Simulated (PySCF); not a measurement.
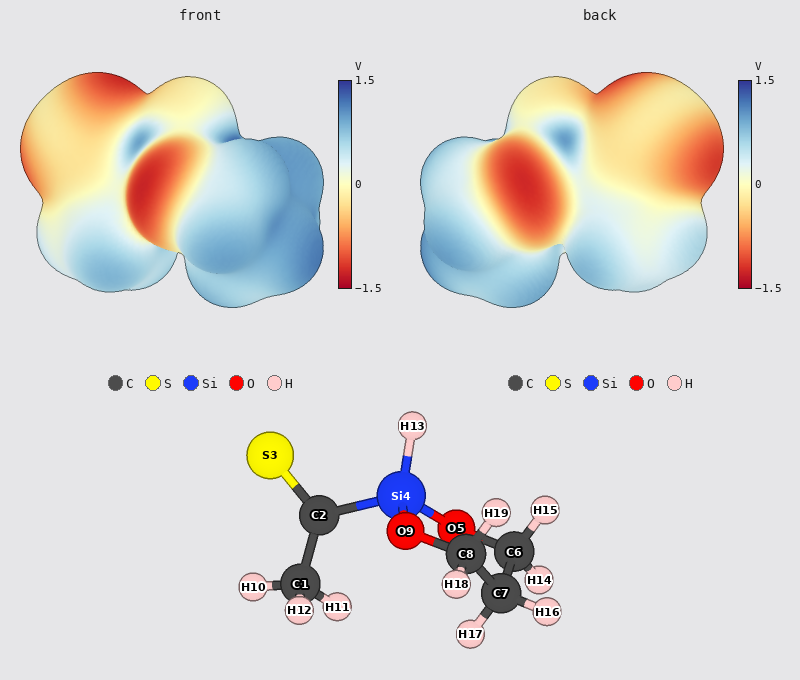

Figure. C5H10O2SSi. The molecular electrostatic potential painted on the density surface at 0.002 e/bohr³, seen from the front and from behind; red is negative and blue positive. The bare structure is drawn below in the same view.

Geometry: GFN2-xTB.

These are results of PBE0/pcSseg-1, SCF density, gas phase, non-relativistic in PySCF, not measurements.

Input file:

```
{"job": {"kind": "nmr", "xc": "PBE0", "basis": "pcSseg-1"}, "charge": 0, "multiplicity": 1}
C      2.614258     0.706160     0.605454
C      2.322963    -0.454204    -0.271719
S      3.509352    -1.402546    -0.844254
Si     0.547648    -0.870485    -0.746088
O     -0.103625     0.464316    -1.423067
C     -1.472088     0.720980    -1.242743
C     -1.889827     0.568090     0.215208
C     -1.632524    -0.851628     0.706367
O     -0.272337    -1.191861     0.628199
H      3.684728     0.849785     0.738112
H      2.168964     1.605436     0.178418
H      2.145243     0.541173     1.576931
H      0.459326    -2.002045    -1.664181
H     -1.649630     1.743739    -1.588645
H     -2.052723     0.032682    -1.868611
H     -2.947433     0.807237     0.321564
H     -1.301549     1.258975     0.821990
H     -1.924163    -0.954620     1.755883
H     -2.216385    -1.561932     0.108883
```

Launched as:

```sh
OMP_NUM_THREADS=1 python probes_run.py task.json out
```

**Where is the surface potential most negative and most positive?**

The most negative region (about −1.2 V) lies over S3, O5 and O9, the most positive (about +1.4 V) over Si4.
